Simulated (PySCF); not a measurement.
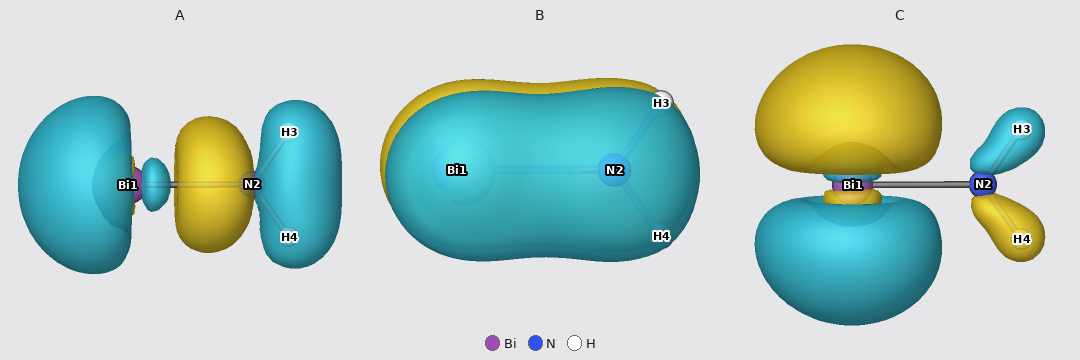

Figure 1: BiH2N (charge +2). Three frontier orbitals at ±0.1 Å⁻³ᐟ² (yellow and cyan are the two phases), in no order.

Core potentials replace the inner electrons of Bi.

Theory: RKS PBE0, Bi def2-SVP with ECP60, N def2-SVP, H def2-SVP; non-relativistic Hamiltonian with scalar-relativistic core potentials where named; density fitting in PySCF.

```tsv
atom	x (Å)	y (Å)	z (Å)
Bi	0.0000	0.0000	-0.0803
N	0.0000	0.0000	1.9390
H	0.8517	0.0000	2.5337
H	-0.8517	0.0000	2.5337
```

Order the three orbitals by energy and name them.

A is the HOMO−1 (−23.43 eV). It lies mainly on Bi1 (about 45 %) and N2 (about 45 %); it is symmetric in the molecular plane (an in-plane orbital: σ, lone-pair or in-plane π type). B is the HOMO (−20.76 eV). Its weight (Hirshfeld) is mainly on N2 (about 60 %) and Bi1 (about 30 %); it changes sign across the molecular plane (π type); π-bonding across Bi1–N2. C is the LUMO (−16.84 eV). By Hirshfeld shares it lies mainly on Bi1 (about 95 %); it is symmetric in the molecular plane (an in-plane orbital: σ, lone-pair or in-plane π type).

What is the HOMO–LUMO gap?

3.92 eV between the orbital energies.
